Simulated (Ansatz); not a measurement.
**SiB₂H₆: small, medium and large basis sets**

Aim: see how fast density functionals converge with the basis set for SiB₂H₆.

Computed with Ansatz 0.2.0, Gaussian basis. Level: one geometry, several basis sets.

Levels to be run: PBE0-D4/def2-SVP; ωB97M-V/def2-SVP; PBE0-D4/def2-QZVPP; ωB97M-V/def2-QZVPP; the functionals' def2-TZVPP values are taken from earlier runs.

1 further run of the same task is left out (it didn't finish).

## (1) The relaxed structure

All runs share one geometry, relaxed beforehand with PBE0-D4 in a triple-zeta def2 set.

SMILES `B[SiH2]B`, 9 atoms, charge 0, spin multiplicity 1.

Atoms are counted from 1 here; the program's logs count them from 0.

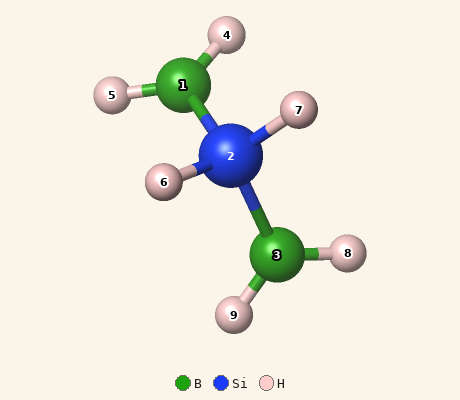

The geometry (boron green, silicon blue, hydrogen pink); atoms are numbered from 1 in the order of the file.

## (2) PBE0-D4 in def2-SVP

in.yaml

```yaml
crystal:
  periodic: [false, false, false]
  atoms:
    - {symbol: B, position_ang: [-0.980835, 0.471313, -1.175893]}
    - {symbol: Si, position_ang: [0.683947, 0.502563, -0.052620]}
    - {symbol: B, position_ang: [0.308783, -1.001149, 1.224984]}
    - {symbol: H, position_ang: [-1.054953, -0.228260, -2.142060]}
    - {symbol: H, position_ang: [-1.945659, 1.102578, -0.861426]}
    - {symbol: H, position_ang: [0.843599, 1.802600, 0.658905]}
    - {symbol: H, position_ang: [1.901181, 0.235107, -0.870624]}
    - {symbol: H, position_ang: [0.606705, -2.125899, 0.951953]}
    - {symbol: H, position_ang: [-0.274368, -0.805153, 2.249580]}
basis:
  gaussian: {orbitals: def2-SVP}
hamiltonian: {xc: pbe0, dispersion: d4}
output: {orbitals: {seedname: orbitals}}
```

Started as:

```sh
ansatz run in.yaml --threads 2 --pin off --events-out ev --progress --plain --max-ram 4352MiB
```

After this run come: ωB97M-V in def2-SVP; PBE0-D4 in def2-QZVPP; ωB97M-V in def2-QZVPP.

Before running them: what should the planned runs give, taken together? Wanted: PBE0-D4: double and triple zeta above quadruple; ωB97M-V: double and triple zeta above quadruple.

The runs gave:

```
                                       quantity          value
PBE0-D4: double and triple zeta above quadruple  4.67, 0.36 eV
ωB97M-V: double and triple zeta above quadruple  4.85, 0.34 eV
```

What this shows: PBE0-D4 gains 4.31 eV from double to triple zeta, then 0.36 eV more. Total energies overstate the basis error of differences, where much of it tends to cancel.
